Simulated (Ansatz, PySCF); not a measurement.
Breaking the B1–H3 bond in ammonia borane (SMILES [BH3-][NH3+]) (multiplicity 1 held, fragments rigid). Energies count from the point at 1.208 Å.
Geometry at that point (charge 0, multiplicity 1):
```xyz
8

B     -0.920     0.132    -0.020
N      0.721    -0.103     0.015
H     -1.325    -0.622    -0.873
H     -1.062     1.299    -0.298
H     -1.299    -0.150     1.093
H      0.945    -1.067     0.244
H      1.158     0.494     0.711
H      1.137     0.110    -0.886
```

Restricted levels (R-, RO-) in cc, def2 and unpolarised 6-31G sets keep to the state of the molecule at rest. U- levels take the lowest unrestricted solution at each point, which mixes spins at long bonds. Active spaces are followed from a long bond inwards. Curves can end on different states.

Frozen-core correlation. Rows in 6-31G* carry no dispersion term and start afresh at each structure (6-31G* with six Cartesian d functions).

Codes used: Ansatz (Gaussian basis) for Hartree–Fock, density functionals and correlated methods; PySCF for 6-31G* rows. Values without a source in brackets are computed.

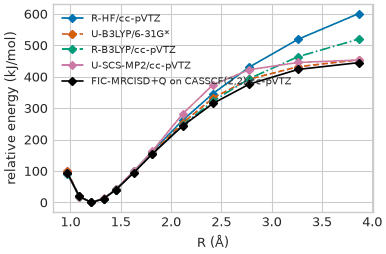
Fig. 1. Relative energy along the coordinate

Doubts at one or more of the structures used: a restricted determinant that unrestricted orbitals would lower (R-HF/cc-pVTZ, R-B3LYP/cc-pVTZ); a spin-contaminated determinant (U-B3LYP/6-31G*, U-SCS-MP2/cc-pVTZ).

Ansatz is a program for electronic structure.
